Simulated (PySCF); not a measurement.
# BBr2Cl (dibromo(chloro)borane): levels of theory compared

Wanted: a comparison of 6 runs (HF/3-21G, B2PLYP/6-31G*, M06-2X/6-31G*, TPSS/6-31G*, wB97M-V/6-31G*, SCS-MP2/6-31G*) of BBr2Cl (dibromo(chloro)borane). The job is set up through a Python script.

Program for the calculation: PySCF 2.14.0.

6 further runs of the same task are left out: 3 that didn't finish, 3 set aside as unsound or not needed.

## Step 1: The system as given

BBr2Cl has 4 atoms, charge 0, and is taken as a singlet. SMILES: `ClB(Br)Br`. Geometry: relaxed at PBE0-D4/def2-TZVP.

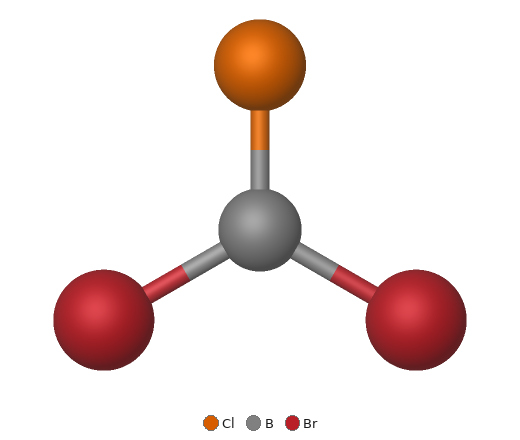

Viewed from a chosen angle; chlorine orange, boron grey, bromine red.

## Step 2: A single-point energy at HF/3-21G (run 1)

File job.py:

```python
from pyscf import gto

mol = gto.Mole()
mol.atom = [
    ('Cl', (-0.203300, -1.644940, 0.633550)),
    ('B', (-0.004820, -0.039040, 0.015030)),
    ('Br', (1.283490, 1.123730, 0.785650)),
    ('Br', (-1.075360, 0.560270, -1.434250)),
]
mol.basis = '3-21g'
mol.spin = 0
mol.verbose = 4
mol.charge = 0
mol.max_memory = 1860
mol.build()

mf = mol.RHF()
mf.conv_tol = 1e-10
mf.kernel()
if not mf.converged:
    mf = mf.newton().run(mf.mo_coeff, mf.mo_occ)

etot = mf.e_tot
print('E(%s) = %.9f' % ('HF', etot))
```

Started as:

```console
$ OMP_NUM_THREADS=1 python job.py
```

Output:

```text
PySCF version 2.14.0

[... 58 lines left out ...]
converged SCF energy = -5602.02217256386
E(HF) = -5602.022172564
```

Wall time 1.4 s (1 thread of Intel Xeon Platinum 8259CL at 2.50GHz (Skylake/Cascade Lake), shared host); peak memory 0.14 GiB.

## Step 3: The energy at B2PLYP/6-31G(d) (spherical functions) (run 2)

File calc.py:

```python
from pyscf import gto, dft, mp

system = gto.M(
    atom=[
    ('Cl', (-0.203300, -1.644940, 0.633550)),
    ('B', (-0.004820, -0.039040, 0.015030)),
    ('Br', (1.283490, 1.123730, 0.785650)),
    ('Br', (-1.075360, 0.560270, -1.434250)),
],
    max_memory=1860,
    verbose=3,
    basis='6-31g*',
)

calc0 = dft.RKS(system, xc='0.53*HF + 0.47*B88, 0.73*LYP')
calc0.conv_tol = 1e-10
calc0.grids.level = 5
calc0.kernel()
if not calc0.converged:
    calc0 = calc0.newton().run(calc0.mo_coeff, calc0.mo_occ)

pt = mp.MP2(calc0, frozen=24).run()
energy = calc0.e_tot + 0.27 * pt.e_corr
print('PT2 part  %.8f' % (0.27 * pt.e_corr))
print('E = %.10f Eh' % energy)
```

Started as:

```console
$ OMP_NUM_THREADS=1 python calc.py
```

Output:

```text
converged SCF energy = -5631.64138078004
E(RMP2) = -5632.4878355008  E_corr = -0.846454720764745
E(SCS-RMP2) = -5632.42689766439  E_corr = -0.785516884352241
PT2 part  -0.22854277
E = -5631.8699235546 Eh
```

It took 19 s on 1 thread of Intel Xeon Platinum 8259CL at 2.50GHz (Skylake/Cascade Lake), shared host; peak memory 0.52 GiB.

Runs 3 to 5 aren't shown in full; the table further down has their settings and results.

## Step 4: The energy at SCS-MP2/6-31G(d) (spherical functions) (run 6)

File job.py:

```python
from pyscf import gto, scf, mp

mol = gto.M(
    atom='''
Cl    -0.384181    -3.108486     1.197236
B     -0.009108    -0.073775     0.028403
Br     2.425445     2.123542     1.484663
Br    -2.032136     1.058757    -2.710340
''',
    charge=0,
    basis='6-31g*',
    spin=0,
    unit='bohr',
    max_memory=1860,
    verbose=3,
)

mf = scf.RHF(mol)
mf.conv_tol = 1e-10
mf.kernel()
if not mf.converged:
    mf = mf.newton().run(mf.mo_coeff, mf.mo_occ)

pt = mp.MP2(mf, frozen=24).run()
energy = mf.e_tot + 1.2 * pt.e_corr_os + pt.e_corr_ss / 3
print('Final energy', energy)
```

Started as:

```console
$ OMP_NUM_THREADS=1 python job.py
```

Output:

```text
converged SCF energy = -5628.47742429515
E(RMP2) = -5629.18931443746  E_corr = -0.71189014231061
E(SCS-RMP2) = -5629.13790439842  E_corr = -0.660480103270072
Final energy -5629.137904398416
```

It took 4.8 s on 1 thread of Intel Xeon Platinum 8259CL at 2.50GHz (Skylake/Cascade Lake), shared host; peak memory 0.25 GiB.

## Step 5: Overview of the runs

| run | level | frozen core orbitals | integration grid | energy (Eh) | dipole moment (D) of the reference | HOMO energy (eV) | LUMO energy (eV) | wall time |
| --- | --- | --- | --- | --- | --- | --- | --- | --- |
| 1 | HF/3-21G | – | – | -5602.022173 | 0.58 | -11.39 | 1.51 | 1.4 s |
| 2 | B2PLYP/6-31G* (spherical functions) | 24 | 5 | -5631.869924 | 0.04 | -9.51 | -0.54 | 19 s |
| 3 | M06-2X/6-31G* (spherical functions) | – | 5 | -5632.858316 | 0.00 | -9.71 | -1.18 | 27 s |
| 4 | TPSS/6-31G* (spherical functions) | – | 5 | -5632.677459 | 0.03 | -7.24 | -2.70 | 25 s |
| 5 | wB97M-V/6-31G* (spherical functions) | – | 5 | -5632.521709 | 0.01 | -10.62 | 0.13 | 1.8 min |
| 6 | SCS-MP2/6-31G* (spherical functions) | 24 | – | -5629.137904 | 0.06 | -11.46 | 1.70 | 4.8 s |

## Step 6: Summary of results

```
                                           quantity           value
                                run 6: total energy  -5629.13790 Eh
        run 6: dipole moment (Hartree–Fock density)          0.06 D
         run 6: HOMO energy (Hartree–Fock orbitals)       -11.46 eV
         run 6: LUMO energy (Hartree–Fock orbitals)         1.70 eV
       run 6: HOMO–LUMO gap (Hartree–Fock orbitals)        13.16 eV
run 6: correlation energy (24 core orbitals frozen)      -660.5 mEh
```

Over runs 1, 2, 3, 4, 5 the dipole moment (its size) runs from 0.00 D (M06-2X/6-31G*) to 0.58 D (HF/3-21G). The two ends differ in method and basis. Over runs 1, 2, 3, 4, 5 the HOMO–LUMO gap runs from 4.54 eV (TPSS/6-31G*) to 12.90 eV (HF/3-21G). Totals of different functionals can't be ranked against each other. All runs together took 3.1 min, the longest 1.8 min.
